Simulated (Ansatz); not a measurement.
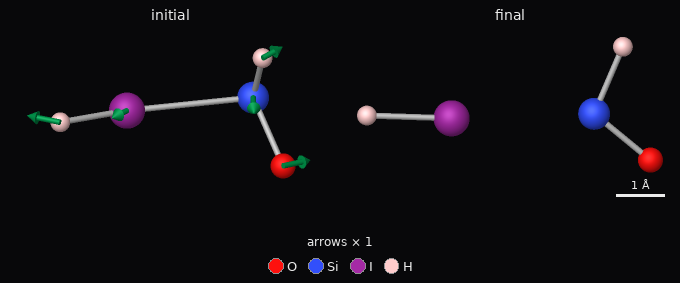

The structure of SiH2OI (charge −1) before (left) and after (right) a relaxation, at one scale. The green arrows give the displacements, at their true length.

A ball-and-stick model, seen at a tilt.

It is one of the separated reactants of a reaction.

Method: RKS PBE-D4/def2-SVPD in Ansatz. (force threshold 0.03 eV/Å; at most 250 steps)

Q: What changed between the two?

A: The largest moves after the best rigid fit, 0.76 Å, are those of O and H atoms. By element the largest moves are H 0.76 Å, O 0.76 Å, Si 0.71 Å, I 0.53 Å. Among the contacts that change: I–Si 2.745 → 3.036 Å, O–Si 1.716 → 1.597 Å, H–I 1.700 → 1.812 Å, H–Si 1.536 → 1.591 Å. Bond angles that change, for instance: O–Si–H 94.7° → 109.0°. The energy falls by 79.7 kJ/mol in 11 accepted moves (12 points after the start). The largest force component goes from 2.5 to 0.021 eV/Å. The line search rejected the trial step at point 6 of the run.
